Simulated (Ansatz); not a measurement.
A series of calculations on Si$_{2}$H$_{4}$O and related structures

**1. Relaxation**

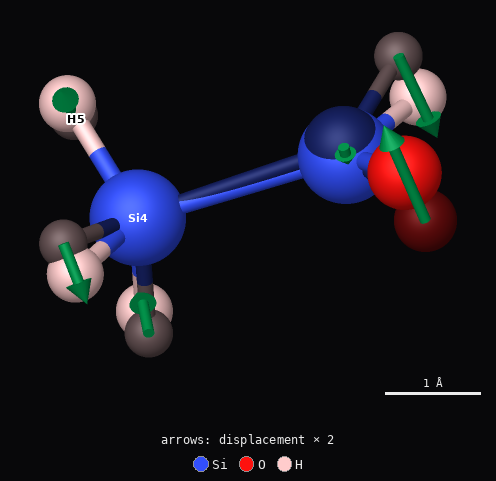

A relaxation of Si2H4O. The starting structure is drawn faded, the final one solid; green arrows show the displacements, 2 times their true length. The two geometries are superimposed by the best rigid fit.

Style: ball-and-stick. Shown from a free direction.

It is one of the separated products of a reaction.

The calculation used RKS PBE0-D4/def2-TZVP (Ansatz). Settings: force threshold 0.005 eV/Å; at most 200 steps.

Q: Describe the change and its energy.

A: The largest move after the best rigid fit is that of the O atom, 0.62 Å. By element the largest moves are O 0.62 Å, H 0.53 Å, Si 0.13 Å. Some distances before and after: O–Si 1.531 → 1.522 Å, H–Si 1.489 → 1.481 Å. Bond angles that change, for instance: H–Si–Si 111.5° → 114.4°, H–Si–H 108.5° → 110.8°, Si–Si–H 110.6° → 108.2°. Groups turn about Si–Si by about 40°. Over 20 accepted moves (22 points after the start) the energy falls by 9.36 kJ/mol. The largest force component goes from 0.67 to 0.0044 eV/Å. The line search rejected the trial steps at points 8, 9 of the run. The forces were under the threshold at step 19, but the run went on from there. The run took 25 s on 4 threads of Arm Neoverse V1, on a shared host.

**2. Relaxation**

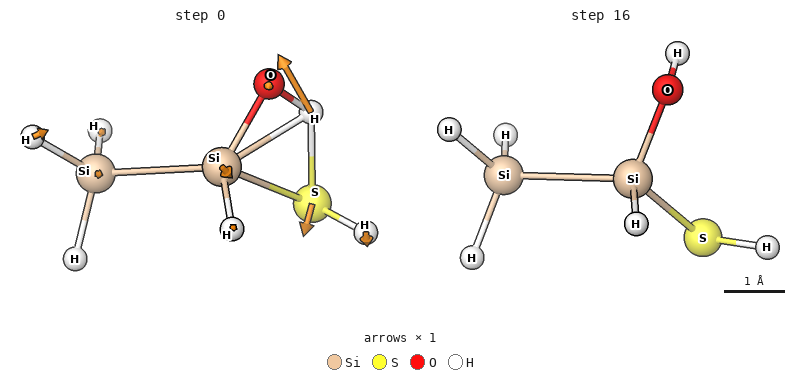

The structure of Si$_{2}$H$_{6}$SO (started from a transition state, displaced along its imaginary mode) before (left) and after (right) a relaxation, at one scale. The orange arrows give the displacements, at their true length.

A ball-and-stick model, seen face on.

All numbers below come from RKS PBE0-D4/def2-TZVP in Ansatz.

Input
```yaml
crystal:
  periodic: [false, false, false]
  atoms:
    - {symbol: Si, position_ang: [-0.021952, 0.771181, -0.031782]}
    - {symbol: S, position_ang: [1.113730, -0.132307, -1.823862]}
    - {symbol: O, position_ang: [-1.096873, 1.311341, -1.088826]}
    - {symbol: H, position_ang: [-0.382153, 0.719586, -1.936097]}
    - {symbol: H, position_ang: [0.966850, 1.705960, 0.581548]}
    - {symbol: Si, position_ang: [-0.527123, -1.044880, 1.373486]}
    - {symbol: H, position_ang: [1.812436, 0.999331, -2.069267]}
    - {symbol: H, position_ang: [0.733542, -1.538572, 1.999126]}
    - {symbol: H, position_ang: [-1.119445, -2.129943, 0.546953]}
    - {symbol: H, position_ang: [-1.479013, -0.661696, 2.448621]}
basis:
  gaussian: {orbitals: def2-TZVP}
hamiltonian: {xc: pbe0, dispersion: d4}
relax: {f_tol: 0.005, max_steps: 200}
```

Launched with:
```bash
ansatz run in.yaml --threads 4 --pin off --events-out ev --progress --plain --max-ram 9574MiB
```

**Summarise the run.**

H4 moves most after the best rigid fit: 1.18 Å. Largest moves by element: H 1.18 Å, S 0.59 Å, Si 0.32 Å, O 0.16 Å. Near-neighbour distances that change, for instance: S2–H4 1.725 → 3.325 Å, Si1–H4 1.939 → 2.252 Å, O3–H4 1.257 → 0.959 Å, Si1–S2 2.306 → 2.140 Å. Bond angles that change, for instance: Si1–O3–H4 84.5° → 117.0°, S2–Si1–O3 87.1° → 112.9°, O3–Si1–H5 120.3° → 103.9°. Groups turn about Si1–O3 by about 50°. After 15 accepted moves (16 points after the start) the energy has fallen by 161.0 kJ/mol. The largest force component goes from 1.9 to 0.0015 eV/Å. The line search rejected the trial step at point 9 of the run. The run took 50 s on 4 threads of Arm Neoverse V1, with other jobs on the host.

**3. Reaction**

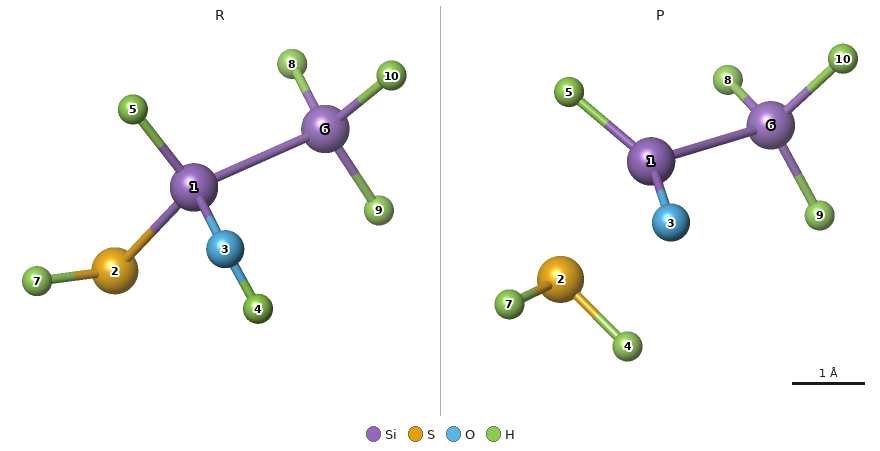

Reactant (R) and product (P) of one elementary step of Si2H6SO. The picture is a ball-and-stick view, seen from a free direction.

Stationary points at PBE0-D4/def2-TZVP, single-point energies with CCSD(T)/CBS, B3LYP-D4, RPA@PBE, BHLYP-D4, CCSD(T), r2SCAN0-D4 (def2-TZVPP where no basis is named; Ansatz 0.2.0). The energies are electronic, without zero-point or thermal terms, and both ends are the minima reached downhill from the saddle, with any fragments still in contact. CCSD(T)/CBS stands for a frozen-core estimate: MP2 correlation extrapolated from def2-TZVPP and def2-QZVPP, CCSD(T) minus MP2 from the smaller set.

R:
```xyz
10

Si    0.2300    0.6709   -0.2024
S     1.6174   -0.2765   -1.5282
O    -1.0216    1.3957   -0.9939
H    -1.5063    0.8601   -1.6248
H     0.8921    1.7865    0.5144
Si   -0.4549   -1.0449    1.2431
H     2.0677    0.8692   -2.0693
H     0.6964   -1.5323    2.0480
H    -1.0053   -2.1804    0.4524
H    -1.5154   -0.5483    2.1605
```

P:
```xyz
10

Si   -0.1291    1.0382    0.1756
S     1.3187   -0.0089   -1.6500
O    -1.1986    1.7596   -0.6489
H     0.2083   -0.4546   -2.2644
H     1.0700    1.7394    0.7408
Si   -0.5620   -0.9785    1.3063
H     1.2573    1.1715   -2.2928
H     0.7060   -1.5703    1.8194
H    -1.1869   -1.9474    0.3643
H    -1.4835   -0.7490    2.4496
```

> What is the transition state like, and how high is the barrier?

Counted by bonded pieces, R holds Si₂H₆SO and P holds H₂S + Si₂H₄O. From R over the saddle to P, a bond forms: S2–H4 (3.33 → 1.43 → 1.35 Å). Bonds break: Si1–S2 (2.14 → 2.46 → 2.55 Å), O3–H4 (0.96 → 1.72 → 3.08 Å). The saddle has one imaginary mode, 529i cm⁻¹. With CCSD(T)/CBS the barrier is 221.9 kJ/mol from R and 16.3 kJ/mol from P, and P lies 205.7 kJ/mol above R. By Pauling bond orders of the changing bonds the saddle lies closer to P, the higher end, as Hammond's postulate suggests.

```csv
level,barrier from R (kJ/mol),barrier from P (kJ/mol),P less R (kJ/mol)
CCSD(T)/CBS,221.9,16.3,205.7
B3LYP-D4,212.3,18.6,193.7
RPA@PBE,213.4,21.3,192.1
BHLYP-D4,239.5,23.0,216.6
CCSD(T),222.2,18.3,203.8
r2SCAN0-D4,227.4,13.5,213.9
```

Against CCSD(T)/CBS, CCSD(T) comes closest on the barrier from R (+0.2 kJ/mol) and BHLYP-D4 misses most (+17.6 kJ/mol).

Saddle geometry:

```xyz
10

Si   -0.1264    0.8410    0.0313
S     1.0657   -0.1306   -1.8838
O    -1.1859    1.3935   -0.9613
H    -0.1507    0.5883   -2.0746
H     0.9553    1.7101    0.5915
Si   -0.5282   -1.0413    1.3752
H     1.8127    0.9725   -2.0629
H     0.7498   -1.5291    1.9624
H    -1.1302   -2.1179    0.5455
H    -1.4622   -0.6865    2.4767
```

The saddle point in the same view, with dashed sticks for the bonds that form or break:

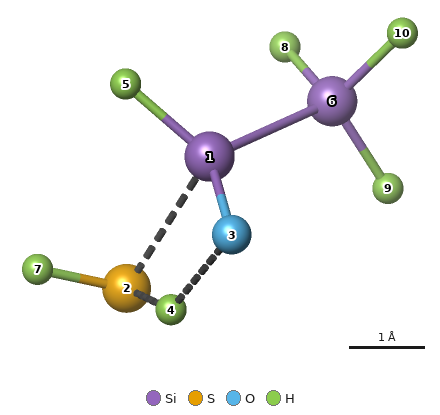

**4. Reaction**

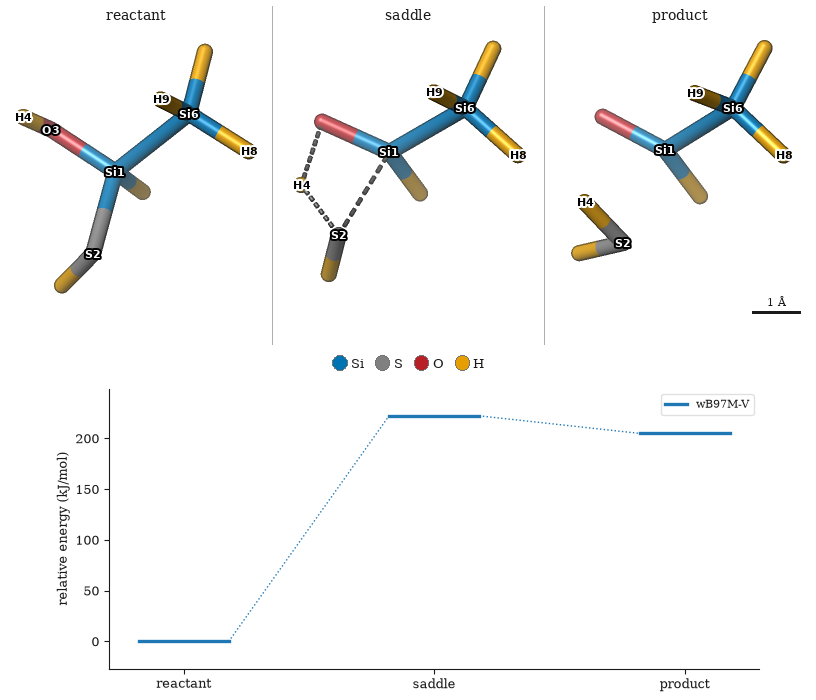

A reaction step of Si2H6SO, with its energy diagram. The picture is a stick view, seen from a free direction. Dashed sticks mark bonds that form or break.

Stationary points at PBE0-D4/def2-TZVP, single-point energies with wB97M-V (def2-TZVPP where no basis is named; Ansatz 0.2.0). The energies are electronic, without zero-point or thermal terms, and both ends are the minima reached downhill from the saddle, with any fragments still in contact.

Describe the step and its energetics.

Counted by bonded pieces, the reactant holds Si₂H₆SO and the product holds H₂S + Si₂H₄O. From the reactant over the saddle to the product, a bond forms: H–S (3.33 → 1.43 → 1.35 Å). Bonds break: S–Si (2.14 → 2.46 → 2.55 Å), H–O (0.96 → 1.72 → 3.08 Å). The saddle has one imaginary mode, 529i cm⁻¹. With wB97M-V the barrier is 222.3 kJ/mol from the reactant and 17.3 kJ/mol from the product, and the product lies 205.0 kJ/mol above the reactant. By Pauling bond orders of the changing bonds the saddle lies closer to the product, the higher end, as Hammond's postulate suggests.
